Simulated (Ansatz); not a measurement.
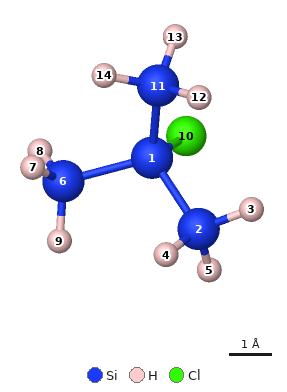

This is the input geometry for a relaxation of Si4H9Cl. Style: ball-and-stick. Shown at a tilt.

The run prepares the start of a later molecular dynamics calculation, from a guessed geometry.

Computed with RKS PBE0-D4/def2-SVP (Ansatz).

Input file:
```yaml
crystal:
  periodic: [false, false, false]
  atoms:
    - { symbol: Si, position_ang: [0.0, 0.0, 0.0] }
    - { symbol: Si, position_ang: [0.0, 0.0, 2.22] }
    - { symbol: H, position_ang: [-1.3148, -0.4067, 2.7074] }
    - { symbol: H, position_ang: [1.0096, -0.9353, 2.7074] }
    - { symbol: H, position_ang: [0.3052, 1.342, 2.7074] }
    - { symbol: Si, position_ang: [2.0935, 0.0, -0.7393] }
    - { symbol: H, position_ang: [2.5508, -1.3762, -0.9079] }
    - { symbol: H, position_ang: [2.1573, 0.6939, -2.0222] }
    - { symbol: H, position_ang: [2.951, 0.6823, 0.2255] }
    - { symbol: Cl, position_ang: [-1.0032, 1.7381, -0.7093] }
    - { symbol: Si, position_ang: [-1.0456, -1.8115, -0.7393] }
    - { symbol: H, position_ang: [-1.7029, -2.4846, 0.3772] }
    - { symbol: H, position_ang: [-2.0454, -1.4265, -1.7311] }
    - { symbol: H, position_ang: [-0.0777, -2.7173, -1.3511] }
basis:
  gaussian: { orbitals: def2-SVP }
hamiltonian:
  xc: pbe0
  dispersion: d4
relax:
  f_tol: 0.02
  max_steps: 40
```

Launched with:
```bash
ansatz run input.yaml --threads 4 --pin off --max-ram 5120MiB --backend cpu --events-out ev --progress --plain --runs-dir out
```

### What does the optimiser find from here?

H12 moves most after the best rigid fit: 1.16 Å. Largest moves by element: H 1.16 Å, Cl 0.32 Å, Si 0.26 Å. Some distances before and after: Si1–Si11 2.218 → 2.344 Å, Si11–H14 1.460 → 1.497 Å, Si11–H12 1.460 → 1.495 Å, Si1–Cl10 2.128 → 2.101 Å. Among the angles between lasting bonds that change: Si2–Si1–Cl10 109.5° → 107.2°, Si2–Si1–Si6 109.5° → 111.6°. Groups turn about Si1–Si11 by about 50°, Si1–Si6 by about 30°. Over 14 geometry steps the energy falls by 54.1 kJ/mol. The largest force component goes from 1.6 to 0.015 eV/Å. The forces were under the threshold at step 11, but the run went on from there.

History of the run:

| step | E − E(0), kJ/mol | largest force component, eV/Å |
| --- | --- | --- |
| 0 | 0.00 | 1.5604 |
| 1 | -42.68 | 0.4782 |
| 2 | -45.40 | 0.1076 |
| 3 | -47.62 | 0.0392 |
| 4 | -48.60 | 0.2062 |
| 5 | -49.42 | 0.2055 |
| 6 | -50.78 | 0.1733 |
| 7 | -51.42 | 0.2129 |
| 8 | -52.17 | 0.1942 |
| 9 | -52.98 | 0.1636 |
| 10 | -53.44 | 0.1685 |
| 11 | -53.91 | 0.0060 |
| 12 | -54.00 | 0.0198 |
| 13 | -54.03 | 0.0588 |
| 14 | -54.06 | 0.0151 |

The structure at the end:

```xyz
14

Si   -0.0075   -0.0297    0.0701
Si    0.1002   -0.1555    2.4079
H    -1.2799   -0.2338    2.9749
H     0.8648   -1.3801    2.8014
H     0.7933    1.0522    2.9491
Si    2.1210    0.2089   -0.8811
H     2.9461   -0.9926   -0.5437
H     2.0079    0.3272   -2.3661
H     2.7825    1.4310   -0.3329
Cl   -1.1012    1.6991   -0.4104
Si   -1.1568   -1.8593   -0.8385
H    -2.5248   -1.9457   -0.2422
H    -1.2671   -1.7112   -2.3217
H    -0.4005   -3.1124   -0.5221
```

The end point in the same view:

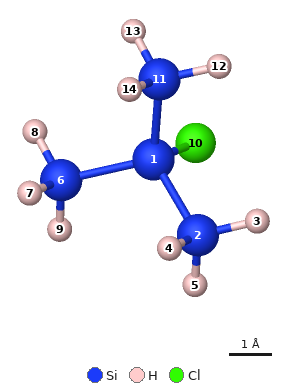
